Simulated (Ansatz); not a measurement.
**HfTiB4 (P6/mmm): single point from a Python script**

What energy and properties does HfTiB4 (P6/mmm) have at the given structure? Aim: a single point, for HfTiB4 (P6/mmm), run from a script.

Program: the Python package of Ansatz 0.2.0. Level of theory: DFT PBEsol, plane waves, PAW. These are calculated values, not measurements.

## 1. The structure

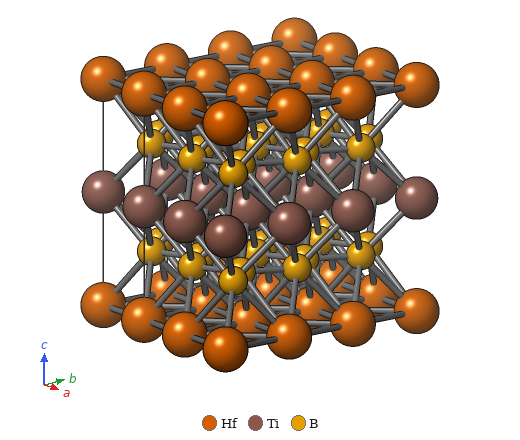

The starting structure, viewed slightly off an axis; hafnium orange, titanium brown, boron amber. 3×3×1 cells are drawn. Atoms on cell faces are repeated.

No structure file is read: the coordinates are typed or built in the script.

## 2. The script

The input, scf.py:

```python
# -*- coding: utf-8 -*-
"""Single point of HfTiB4."""

import itertools
import warnings

import ansatz as az
import numpy as np
import pandas as pd

warnings.simplefilter("ignore", az.DeckWarning)

lattice = az.Lattice.of(
    (3.08361, 0.0, 0.0),
    (-1.54181, 2.67049, 0.0),
    (0.0, 0.0, 6.70562),
)
sites = [
    ("Hf", (0.0, 0.0, 0.0)),
    ("Ti", (0.0, 0.0, 0.5)),
    ("B", (1 / 3, 2 / 3, 0.73775)),
    ("B", (1 / 3, 2 / 3, 0.26225)),
    ("B", (2 / 3, 1 / 3, 0.73775)),
    ("B", (2 / 3, 1 / 3, 0.26225)),
]
structure = az.Crystal(lattice=lattice)
for symbol, position in sites:
    structure = structure.atom(symbol, position)

# functional, basis and sampling
model = (
    structure.calculation()
    .functional("pbesol")
    .basis(550)
    .kpoints(10, 10, 4)
    .occupations("cold")
    .compute(forces=True, density=True, potential=True)
)
outcome = model.run(threads=1)
rep = outcome.report

for key in ("converged", "n_iterations", "n_electrons", "n_kpoints", "n_pw", "n_symmetry_ops", "free_energy_ev", "fermi_energy_ev"):
    print(f"{key:18s} {rep[key]}")

print(model.to_yaml())

# forces, one row an atom
table = pd.DataFrame(rep["forces_ev_ang"], columns=["fx", "fy", "fz"])
table.insert(0, "atom", [site["symbol"] for site in rep["lattice"]["sites"]])
print(table.round(4).to_string())

# valence electrons inside a sphere about each atom
rho = outcome.density()
total = sum(channel.density_e_per_ang3 for channel in rho.channels[:2])
grid_cell = np.asarray(rho.fft_grid_basis) @ outcome.lattice.cell_ang
mesh = np.stack(np.meshgrid(*[np.arange(n) / n for n in rho.dims], indexing="ij"), axis=-1)
for site in outcome.lattice.sites:
    offset = mesh - site.position_ang @ np.linalg.inv(grid_cell)
    offset -= offset.round()
    distance = np.min([np.linalg.norm((offset + shift) @ grid_cell, axis=-1) for shift in itertools.product((-1, 0, 1), repeat=3)], axis=0)
    inside = [total[distance < radius].sum() * rho.cell_volume_ang3 / total.size for radius in (0.8, 1.0, 1.2)]
    print(site.symbol, "electrons within 0.8, 1.0, 1.2 A:", np.round(inside, 2))

v = outcome.potential()
line = v.v_es_ev.mean(axis=(0, 1))
print("planar mean of the electrostatic potential along the third grid axis (eV):")
print(np.round(line[:: max(len(line) // 12, 1)], 3))
```

## 3. Running it

Launch:

```bash
> python scf.py
```

Standard output:

```text
converged          True
n_iterations       7
n_electrons        50.0
n_kpoints          42
n_pw               1591
n_symmetry_ops     24
free_energy_ev     -18689.136565150664
fermi_energy_ev    17.867931549956786
crystal:
  lattice:
    - [3.08361, 0.0, 0.0]
    - [-1.54181, 2.67049, 0.0]
    - [0.0, 0.0, 6.70562]
  atoms:
    - { symbol: Hf, position: [0.0, 0.0, 0.0] }
    - { symbol: Ti, position: [0.0, 0.0, 0.5] }
    - { symbol: B, position: [0.3333333333333333, 0.6666666666666666, 0.73775] }
    - { symbol: B, position: [0.3333333333333333, 0.6666666666666666, 0.26225] }
    - { symbol: B, position: [0.6666666666666666, 0.3333333333333333, 0.73775] }
    - { symbol: B, position: [0.6666666666666666, 0.3333333333333333, 0.26225] }
basis:
  ecutwfc: 550.0
kpoints:
  mp_grid:
    grid: [10, 10, 4]
hamiltonian:
  xc: pbesol
scf:
  occupations:
    method: cold
output:
  write_density: true
  write_potential: true
  forces: true

  atom   fx   fy      fz
0   Hf  0.0  0.0  0.0000
1   Ti  0.0 -0.0  0.0000
2    B -0.0 -0.0 -0.0302
3    B  0.0 -0.0  0.0302
4    B -0.0  0.0 -0.0302
5    B  0.0  0.0  0.0302
Hf electrons within 0.8, 1.0, 1.2 A: [19.11 21.81 23.24]
Ti electrons within 0.8, 1.0, 1.2 A: [ 8.03  9.28 10.23]
B electrons within 0.8, 1.0, 1.2 A: [1.39 2.38 3.71]
B electrons within 0.8, 1.0, 1.2 A: [1.39 2.38 3.71]
B electrons within 0.8, 1.0, 1.2 A: [1.39 2.38 3.71]
B electrons within 0.8, 1.0, 1.2 A: [1.39 2.38 3.71]
planar mean of the electrostatic potential along the third grid axis (eV):
[ 3.329  6.953 13.228  4.235  3.366 12.859  8.421  6.727 11.139  9.45
  0.986 10.431 11.004  4.166]
```

Wall time 4.7 s (1 thread of Intel Xeon Platinum 8488C (Sapphire Rapids), shared host); peak memory 0.54 GiB.

## 4. What the engine kept of the run

The report of the run holds:

| item | value |
| --- | --- |
| SCF cycles in all | 7 |
| k-points solved | 42 |
| plane waves | 1591 |
| bands | 31 |
| valence electrons | 50 |
| free energy (eV) | -18689.13657 |
| Fermi level (eV) | 17.868 |
| lowest empty less highest filled level on the mesh, by band count (eV) | -0.421 |

## 5. The command-line twin

The engine's input of that run, saved to a file, gives the whole log.

The input, input.yaml:

```yaml
crystal:
  lattice:
    - [3.08361, 0.0, 0.0]
    - [-1.54181, 2.67049, 0.0]
    - [0.0, 0.0, 6.70562]
  atoms:
    - { symbol: Hf, position: [0.0, 0.0, 0.0] }
    - { symbol: Ti, position: [0.0, 0.0, 0.5] }
    - { symbol: B, position: [0.3333333333333, 0.6666666666667, 0.73775] }
    - { symbol: B, position: [0.3333333333333, 0.6666666666667, 0.26225] }
    - { symbol: B, position: [0.6666666666667, 0.3333333333333, 0.73775] }
    - { symbol: B, position: [0.6666666666667, 0.3333333333333, 0.26225] }
basis:
  ecutwfc: 550.0
kpoints:
  mp_grid: { grid: [10, 10, 4] }
hamiltonian:
  xc: pbesol
scf:
  occupations: { method: cold }
output:
  write_density: true
  write_potential: true
  forces: true
```

Launch:

```bash
> ansatz run input.yaml --threads 1 --pin off --max-ram 3072MiB --backend cpu --events-out ev --progress --plain --runs-dir out
```

Standard output:

```text
Warning: RAYON_NUM_THREADS=1 ignored (pool sized by the plan → 1); use --threads N
Engine: ansatz 0.2.0, x86_64-unknown-linux-gnu
Pseudopotentials: kind: paw
Pseudopotential: Hf, paw, valence charge 26, recommended cutoff 420 eV (normal), Hf.paw.azcp
Pseudopotential: Ti, paw, valence charge 12, recommended cutoff 420 eV (normal), Ti.paw.azcp
Pseudopotential: B, paw, valence charge 3, recommended cutoff 420 eV (normal), B.paw.azcp
Functional definition: PBEsol
  exchange = pbesol_x
  correlation = pbesol_c
Crystal: 6 atoms, lattice volume = 55.219 Å³
Basis set: ecut = 550 eV, 1591 PW (Γ), exchange–correlation on 48×48×108 points (8 copies of the dense FFT grid, shifted against one another)
Bands: 31, of which v1, the nominal top of the filled ones, is band 25 counted from 1 (24 counted from 0)
Symmetry: 24 space group operations
Space group: P6/mmm (ITA 191), of the structure as read, at distance tolerance 3.8e-5 Å
k-points: 42 of 400
Non-local potential: Hf, projectors of the file, l = 0: 3, l = 1: 2, l = 2: 2, l = 3: 3
Non-local potential: Ti, projectors of the file, l = 0: 3, l = 1: 2, l = 2: 3, l = 3: 1
Non-local potential: B, projectors of the file, l = 0: 2, l = 1: 2, l = 2: 1
PAW form: soft (Blöchl's): semilocal exchange-correlation on the pseudo side does not see the compensation charge
PAW frozen core: Hf, regenerated for the run's functional, and the local potential with it (the file was generated under x = pbe(κ = 0.804, μ = 0.2195149727645171), c = pbe(β = 0.06672455060314922))
PAW frozen core: Ti, regenerated for the run's functional, and the local potential with it (the file was generated under x = pbe(κ = 0.804, μ = 0.2195149727645171), c = pbe(β = 0.06672455060314922))
PAW frozen core: B, regenerated for the run's functional, and the local potential with it (the file was generated under x = pbe(κ = 0.804, μ = 0.2195149727645171), c = pbe(β = 0.06672455060314922))
PAW one-centre angular grid: Hf, 590 points (default); XC on 64 Gauss nodes
PAW one-centre angular grid: Ti, 590 points (default); XC on 64 Gauss nodes
PAW one-centre angular grid: B, 110 points (default); XC on 64 Gauss nodes
Initial density: superposition of atomic densities (neutral atoms: chi_scale 0, normalization atom), corrected by the library's trained network
Initial wavefunctions: pseudopotential atomic-orbital guess
Functional: x = pbesol(κ = 0.804, μ = 0.12345679012345678), c = pbesol(β = 0.046)
SCF iter   1: F=—  HF=-18689.144456 eV  |F-HF|=—  |Δ(HF+E_count)|=         —  Δρ=6.02e-3  dr2=2.95e-2  ethr=1.77e-3  ⟨swp⟩=5.5  Hψ=4505  notcnv=0
preconditioner: auto → Kerker (q_TF=auto, 2.684 Å⁻¹)  [metal: Δε(μ)=0.041 eV  Ē_g=16.827 eV  σ=0.100 eV  W_gap=0.26  n_scr=22 (ndim 8)  ℏωp=33.9 eV  f_vac=0.000  D(μ)=1.66/eV (n_scr^D=4)]
SCF iter   2: F=—  HF=-18689.139472 eV  |F-HF|=—  |Δ(HF+E_count)|=   4.98e-3  S|Δr|=    0.00e0  Δρ=3.50e-3  dr2=1.15e-2  ethr=5.90e-5  ⟨swp⟩=2.1  Hψ=1918  notcnv=0  defer=14
SCF iter   3: F=—  HF=-18689.137443 eV  |F-HF|=—  |Δ(HF+E_count)|=   2.03e-3  S|Δr|=    0.00e0  Δρ=9.26e-4  dr2=3.65e-4  ethr=2.30e-5  ⟨swp⟩=2.0  Hψ=1950  notcnv=0  defer=16
SCF iter   4: F=—  HF=-18689.136581 eV  |F-HF|=—  |Δ(HF+E_count)|=   8.62e-4  S|Δr|=    0.00e0  Δρ=3.26e-4  dr2=6.28e-5  ethr=7.30e-7  ⟨swp⟩=2.0  Hψ=2280  notcnv=0  defer=16
SCF iter   5: F=—  HF=-18689.136567 eV  |F-HF|=—  |Δ(HF+E_count)|=   1.44e-5  S|Δr|=    0.00e0  Δρ=8.78e-5  dr2=4.77e-6  ethr=1.26e-7  ⟨swp⟩=2.0  Hψ=2210  notcnv=0  defer=18
SCF iter   6: F=—  HF=-18689.136565 eV  |F-HF|=—  |Δ(HF+E_count)|=   1.34e-6  S|Δr|=    0.00e0  Δρ=2.03e-5  dr2=5.00e-7  ethr=9.54e-9  ⟨swp⟩=2.0  Hψ=2287  notcnv=0  defer=18
SCF iter   7: F=-18689.136565 eV  HF=-18689.136565 eV  |F-HF|=4.26e-8  |Δ(HF+E_count)|=   8.13e-8  S|Δr|=    0.00e0  Δρ=4.97e-6  dr2=2.87e-8  ethr=2.00e-10  ⟨swp⟩=10.9  Hψ=8580  notcnv=0
SCF 1 converged in 7 iterations: F = -18689.136565 eV  dr2 = 2.87e-8
SCF converged after 7 iterations
Stability not checked: this state was not tested for a lower state beside it, because cold or Methfessel-Paxton smearing, or corrected tetrahedra, fill the levels in a way that the test cannot read (fill_not_monotonic; see scf.lower_state_search)
Free energy (F): -18689.136565 eV
Harris-Foulkes:  -18689.136565 eV  (|F-HF|=4.26e-8)
Internal energy: -18689.135248 eV  (E = F + TS)
E sigma→0 (E₀):  -18689.136126 eV
Entropy (-TS):   -0.001317 eV (-0.220 meV/atom)
Fermi energy:    17.867932 eV
--- Per-component energies (eV) ---
  E_band       = 8.704685
  E_kinetic    = 902.005073
  E_local      = -6927.507882  (includes V_loc(G=0)·N_el)
  E_nonlocal   = -1185.613701
  E_hartree    = 3265.991170
  E_xc         = -528.796962
  E_vxc        = -548.528651  (∫ρ·V_xc dr)
  E_paw        = -8132.496649  (= ΣΔE_a)
  E_vpaw       = 1236.362268  (= ΣTr[D̂ρ^β])
  E_aug_tail   = 0.000008  (compensation charges beyond the density's cutoff)
  E_ewald      = -6084.165623
  E_core_change = 1.449320  (= ΣΔE_core)
  E_smearing   = -0.001317  (= −TS)
  E_closure    = 0.000000  (closes the sum)
  Σ components = -18689.136565   (vs F -18689.136565, Δ=0.00e0)
--- Forces (eV/Å), atoms counted from 1 ---
  atom   1  Hf     0.00000000     0.00000000     0.00000000
  atom   2  Ti     0.00000000    -0.00000000     0.00000000
  atom   3  B      0.00000000    -0.00000000    -0.03021683
  atom   4  B      0.00000000    -0.00000000     0.03021683
  atom   5  B     -0.00000000     0.00000000    -0.03021683
  atom   6  B     -0.00000000     0.00000000     0.03021683
  max |Σ_I F_I| component: 9.25e-17 eV/Å
--- Band table (eV; the first three rows and the last of 42) ---
  k-point 0: bands = ["-43.6164", "-38.8336", "-15.3833", "-15.0202", "-15.0202", "-12.6623", "-11.9465", "-11.9465", "4.3560", "6.3447", "6.4124", "6.4261", "6.4261", "6.4482", "6.4482", "6.5397", "6.6315", "9.9368", "15.2111", "15.2111", "15.3338", "15.4933", "17.1500", "17.1500", "17.8753", "17.8753", "18.6204", "18.6204", "19.7575", "21.0347", "21.0347"]
  k-point 1: bands = ["-43.6164", "-38.8336", "-15.3814", "-15.0202", "-15.0202", "-12.6658", "-11.9465", "-11.9465", "4.5796", "6.0671", "6.4124", "6.4127", "6.4260", "6.4260", "6.4482", "6.4482", "6.5397", "10.6411", "13.8015", "15.3713", "15.3713", "16.5971", "16.5971", "16.8877", "18.0570", "18.0570", "19.3018", "19.3405", "19.3405", "20.3053", "20.3053"]
  k-point 2: bands = ["-43.6164", "-38.8336", "-15.3795", "-15.0201", "-15.0201", "-12.6692", "-11.9466", "-11.9466", "5.0763", "5.3747", "6.3945", "6.4124", "6.4260", "6.4260", "6.4481", "6.4481", "6.5397", "11.9071", "12.3473", "15.7431", "15.7431", "15.9784", "15.9784", "18.2098", "18.2232", "18.3280", "18.3280", "19.6815", "19.6815", "20.2104", "20.2104"]
  k-point 41: bands = ["-43.5477", "-38.7838", "-15.3010", "-15.2894", "-15.2231", "-12.6409", "-12.4725", "-12.4643", "6.3887", "6.4058", "6.4203", "6.4315", "6.4433", "6.4457", "6.5082", "8.7210", "9.0965", "9.7288", "10.0832", "11.3550", "11.6031", "14.5928", "15.1666", "15.2412", "15.5198", "19.8311", "20.6463", "20.9597", "21.0858", "21.2394", "22.5232"]
```

It took 3.9 s on 1 thread of Intel Xeon Platinum 8488C (Sapphire Rapids), shared host; peak memory 0.46 GiB.

Script and command line differ by 0.000 meV in the energy.

## 6. Summary of results

```
       quantity                                value
    free energy  -18689.1366 eV (-3114.8561 eV/atom)
gap on the mesh                                 none
  largest force                           0.030 eV/Å
```

In words: The mesh shows no gap. The forces are small. The mesh is modest for a metal, so energies can be off by several to tens of meV an atom and pressures by half a GPa or more; differences at equal mesh fare better. Only differences from the Fermi energy are physical; the zero of the scale is a convention. Spin-orbit coupling, which matters for elements this heavy, is left out. The fields are valence quantities on the plane-wave grid; their values near the nuclei depend on the potentials. This cell is a computed structure, which may not be the phase found in nature.
